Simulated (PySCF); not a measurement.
## Electronic structure of C4H6Cl (doublet) in real space

| atom | x (Å) | y (Å) | z (Å) |
| --- | --- | --- | --- |
| Cl | 1.7562 | 1.2134 | -1.3899 |
| C | 1.5300 | -0.0401 | 0.0531 |
| C | 0.1546 | -0.2613 | 0.3019 |
| C | -1.0600 | -0.6756 | -0.3913 |
| C | -1.0666 | 0.4771 | 0.6035 |
| H | 2.0582 | 0.4525 | 0.8653 |
| H | 2.0633 | -0.9115 | -0.3178 |
| H | -1.1533 | -0.4681 | -1.4509 |
| H | -1.5500 | -1.5937 | -0.0952 |
| H | -1.1655 | 1.4946 | 0.2432 |
| H | -1.5615 | 0.3153 | 1.5521 |

Geometry: GFN2-xTB.

The calculation used UKS B3LYP, pcH-1 on C Cl H, non-relativistic, mean-field spin-orbit, GIAO in PySCF.

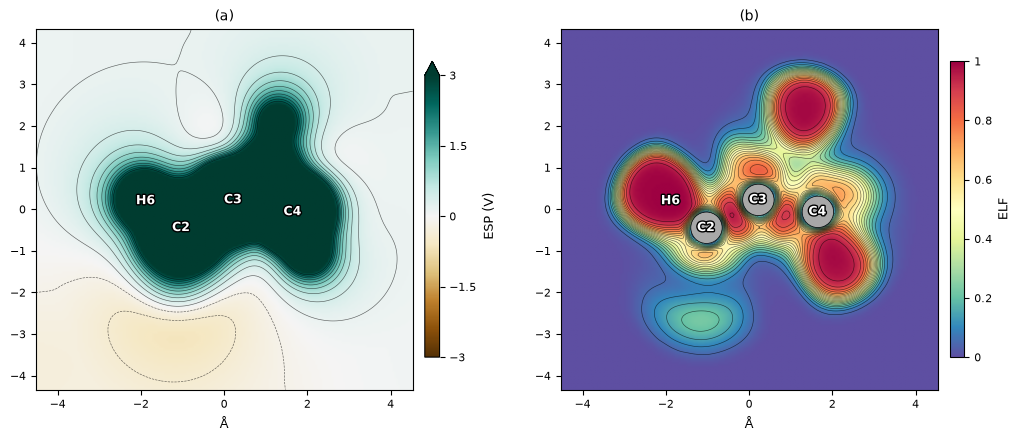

Figure 1. (a) electrostatic potential; (b) electron localisation function on the plane of atoms C2, C3 and C4. Grey discs cover the atomic cores in the ELF map.

> What do the fields say about this system?

The plane passes through C and H nuclei.
C–C (1.42 Å): the ELF peaks at about 0.95 between the atoms, as expected for a covalent bond.
C–H (1.09 Å): the ELF climbs to about 1 towards the hydrogen, as it does in any bond to H: an ordinary covalent bond to hydrogen.
C–C (1.46 Å): the ELF peaks at about 0.90 between the atoms; a covalent bond.
Outside the dense part of the molecule the potential is most negative (−0.6 V) near Cl1, which lies off the plane.

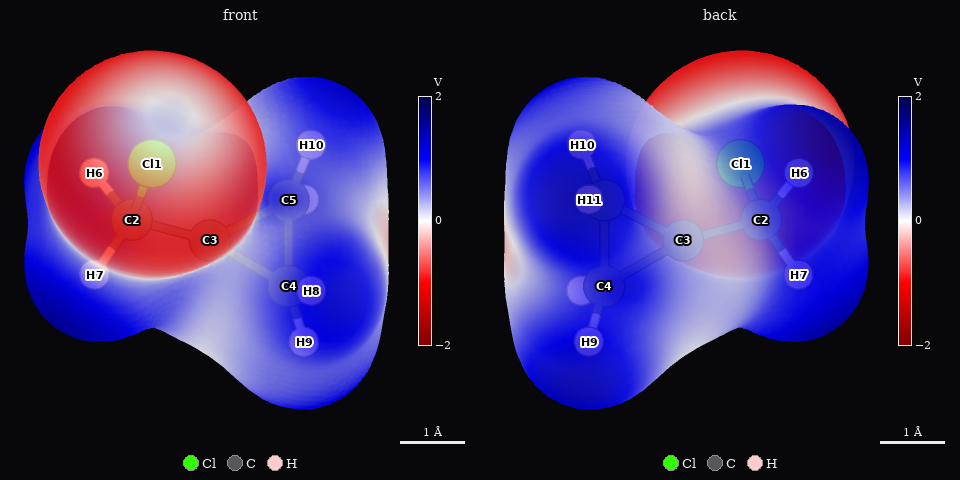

Figure 2. The electrostatic potential painted on the density surface at 0.004 e/bohr³, seen from the front and from behind; the colour scale runs from red (negative) to blue (positive).

> Where is the surface potential most negative and most positive?

The most negative region (about −0.9 V) lies over Cl1, the most positive (about +1.5 V) over H6 and H7.
